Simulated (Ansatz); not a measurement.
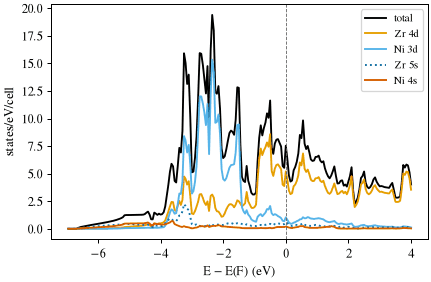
Total and projected density of states of Zr2Ni in space group I4/mcm (No. 140; Zr on 8h, Ni on 4a), PBEsol in the plane-wave PAW code Ansatz

Q: Which orbitals carry the states next to the Fermi level?

A: Within 0.5 eV of the Fermi level: Zr 4d 71 %, Ni 3d 14 %, Zr 5s 6 %, outside the projected shells 6 %. Projections are on Löwdin-orthogonalised atomic valence shells; empty p or d shells of many metals are not among them.

Q: Where is the tallest occupied peak in this window, and what makes it?

A: Near -2.3 eV, about 19 states/eV per cell; the largest projected share is Ni 3d.

The workflow started from a Materials Project entry (that database holds measured and hypothetical structures alike); the Crystallography Open Database files this formula in space group No. 140, but the cells were not matched. Its standing as an ambient phase is unchecked. The cell was relaxed with PBEsol under the symmetry of its start; of distortions, only those at the zone centre were tested. The run is not spin-polarised. Scalar-relativistic: spin–orbit coupling is off unless named, which matters more the heavier the elements.

Potentials: the later of the program's two PAW sets.
